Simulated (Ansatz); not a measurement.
# quartet SiCl at 6 levels

Aim: a comparison of 6 runs (U-r2SCAN0/aug-cc-pVTZ, U-wB97M-V/aug-cc-pVTZ, U-wB97X/aug-cc-pVTZ, UBHLYP/aug-cc-pVTZ, UHSE06/aug-cc-pVTZ, UPBE0/aug-cc-pVTZ) of quartet SiCl. 

Program for the calculation: Ansatz 0.2.0.

40 further runs of the same task are left out: 40 set aside as unsound or not needed.

### 1 The molecule

SiCl has 2 atoms, charge 0, and is taken as a quartet. SMILES of the parent species: `[Si]Cl`. The shape is that of a PBE0-D4/def2-TZVP optimisation. That shape belongs to the parent species and isn't relaxed for this state.

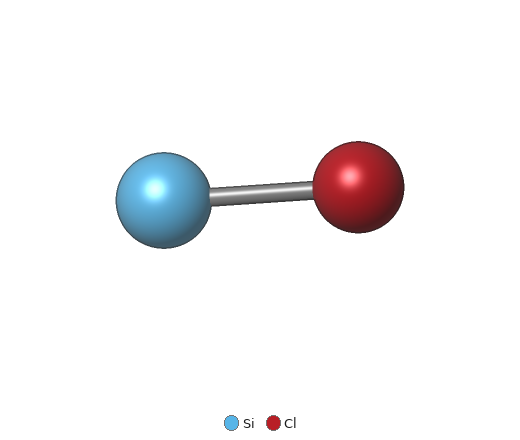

Viewed from a chosen angle; silicon blue, chlorine red.

### 2 The energy at U-r2SCAN0/aug-cc-pVTZ (run 1)

The input, run.yaml:

```yaml
crystal:
  periodic: [false, false, false]
  atoms:
    - {symbol: Si, position_ang: [0.881810, -0.293660, 0.452120]}
    - {symbol: Cl, position_ang: [-0.881810, 0.293660, -0.452120]}
basis:
  gaussian:
    orbitals: aug-cc-pVTZ
total_charge: 0
magnetization:
  spin_polarized: true
  initial_magnetization: 3
hamiltonian:
  xc: {name: r2SCAN0}
accuracy: high
output:
  orbitals: {seedname: orbitals}
```

The run is started by

```console
ansatz run run.yaml --threads 1 --pin off --max-ram 3480MiB --events-out events.jsonl --progress --plain --runs-dir runs
```

Log:

```text
Warning: RAYON_NUM_THREADS=1 ignored (pool sized by the plan → 1); use --threads N
Functional definition: r2SCAN0
  name "r2SCAN0"
  parameter a = 0.25
  parameter k0 = 0.174
  parameter k1 = 0.065
  parameter a1 = 4.9479
  exchange = (1 - a)*r2scan_x(k0 = k0, k1 = k1, a1 = a1) + a*exact_x
  correlation = r2scan_c
1299 factors; integrals over basis functions are off by at most 3.8e-9 eV
mean field evaluation 1: about -20394.9514 eV, gradient 6.3e0 eV
mean field evaluation 2: about -20395.4434 eV, gradient 4.9e0 eV
mean field evaluation 4: about -20395.6275 eV, gradient 8.1e-1 eV
mean field evaluation 8: about -20395.7119 eV, gradient 8.3e-2 eV
mean field evaluation 16: about -20395.7120 eV, gradient 6.7e-6 eV
mean field -20395.71201176 eV, -749.5285917220 hartree, gradient 3.2e-8 eV, S^2 3.753681; 0 other end points of the search recorded, 0 dependent functions left out
reference -20395.71201575 eV, -749.5285918687 hartree; 17, 14 occupied and 83, 86 virtual orbitals, 1299 factors
Total energy: -20395.71201575 eV, -749.5285918687 hartree
```

It took 16 s on 1 thread of Intel Xeon 6975P-C (Granite Rapids), shared host; peak memory 0.4 GiB.

### 3 The energy at U-wB97M-V/aug-cc-pVTZ (run 2)

The input, input.yaml:

```yaml
crystal:
  periodic: [false, false, false]
  atoms:
    - {symbol: Si, position_ang: [0.881810, -0.293660, 0.452120]}
    - {symbol: Cl, position_ang: [-0.881810, 0.293660, -0.452120]}
basis:
  gaussian:
    orbitals: aug-cc-pVTZ
magnetization:
  spin_polarized: true
  initial_magnetization: 3
hamiltonian:
  xc: {name: wB97M-V}
accuracy: high
output: {orbitals: {seedname: orbitals}}
```

The run is started by

```console
ansatz run input.yaml --threads 1 --pin off --max-ram 3480MiB --events-out events.jsonl --progress --plain --runs-dir runs
```

Log (excerpt; [...] marks lines left out):

```text
Warning: RAYON_NUM_THREADS=1 ignored (pool sized by the plan → 1); use --threads N
Functional definition: wB97M-V
  name "wB97M-V"
[...]
  gx(w, u) = 1 - cx + cx01*u + cx10*w
  gss(w, u) = css00 + css04*u^4 + css10*w + css20*w^2 + css43*w^4*u^3
  gos(w, u) = cos00 + cos10*w + (cos20 + cos21*u)*w^2 + (cos60 + cos61*u)*w^6
[...]
      + integral(e_c_pw_mod_opposite_spin*gos(b97_w_opposite, b97_u_opposite)) + vv10(b, c)
1299 factors; integrals over basis functions are off by at most 3.8e-9 eV
372 factors; integrals over basis functions are off by at most 1.6e-9 eV
[...]
mean field -20395.81380889 eV, -749.5323326975 hartree, gradient 4.0e-8 eV, S^2 3.751846; 0 other end points of the search recorded, 0 dependent functions left out
reference -20395.81381331 eV, -749.5323328600 hartree; 17, 14 occupied and 83, 86 virtual orbitals, 1299 factors
Total energy: -20395.81381331 eV, -749.5323328600 hartree
```

Wall time 23 s (1 thread of Intel Xeon 6975P-C (Granite Rapids), shared host); peak memory 0.66 GiB.

Runs 3 to 5 aren't shown in full; the table further down has their settings and results.

### 4 A single-point energy at UPBE0/aug-cc-pVTZ (run 6)

Changes to input.yaml since step 3:

```diff
@@ -12,4 +12,5 @@
 hamiltonian:
-  xc: {name: wB97M-V}
+  xc: pbe0
 accuracy: high
-output: {orbitals: {seedname: orbitals}}
+output:
+  orbitals: {seedname: orbitals}
```

The run is started by

```console
ansatz run input.yaml --threads 1 --pin off --max-ram 3480MiB --events-out events.jsonl --progress --plain --runs-dir runs
```

Log:

```text
Warning: RAYON_NUM_THREADS=1 ignored (pool sized by the plan → 1); use --threads N
Functional definition: PBE0
  name "PBE0"
[... 1 set-up line as earlier in the session ...]
  parameter kappa = 0.804
  parameter beta = 0.06672455060314922
  exchange = (1 - a)*pbe_x(kappa = kappa, mu = beta*pi^2/3) + a*exact_x
  correlation = pbe_c(beta = beta)
1299 factors; integrals over basis functions are off by at most 3.8e-9 eV
mean field evaluation 1: about -20389.2246 eV, gradient 6.1e0 eV
mean field evaluation 2: about -20389.5983 eV, gradient 5.3e0 eV
mean field evaluation 4: about -20389.7864 eV, gradient 9.0e-1 eV
mean field evaluation 8: about -20389.8712 eV, gradient 1.8e-2 eV
mean field evaluation 16: about -20389.8712 eV, gradient 5.5e-6 eV
mean field -20389.87118860 eV, -749.3139454301 hartree, gradient 7.4e-8 eV, S^2 3.752251; 0 other end points of the search recorded, 0 dependent functions left out
reference -20389.87119248 eV, -749.3139455727 hartree; 17, 14 occupied and 83, 86 virtual orbitals, 1299 factors
Total energy: -20389.87119248 eV, -749.3139455727 hartree
```

Run time: 4.5 s. Hardware: 1 thread of Intel Xeon 6975P-C (Granite Rapids), shared host; peak memory 0.3 GiB.

### 5 All runs side by side

```tsv
run	level	energy (Eh)	HOMO energy (eV)	LUMO energy (eV)	⟨S²⟩	wall time
1	U-r2SCAN0/aug-cc-pVTZ	-749.528592	-6.09	-5.47	3.754	16 s
2	U-wB97M-V/aug-cc-pVTZ	-749.532333	-7.51	-4.13	3.752	23 s
3	U-wB97X/aug-cc-pVTZ	-749.561238	-7.93	-4.88	3.753	17 s
4	UBHLYP/aug-cc-pVTZ	-749.581506	-6.64	-5.28	3.754	5.1 s
5	UHSE06/aug-cc-pVTZ	-749.299918	-5.46	–	3.752	9.3 s
6	UPBE0/aug-cc-pVTZ	-749.313946	-5.85	–	3.752	4.5 s
```

### 6 What came out

| quantity | value |
| --- | --- |
| run 6: total energy | -749.31395 Eh |
| run 6: HOMO energy (highest over α and β) | -5.85 eV |
| run 6: ⟨S²⟩ | 3.752 |

Totals of different functionals can't be ranked against each other. All runs together took 74 s, the longest 23 s.
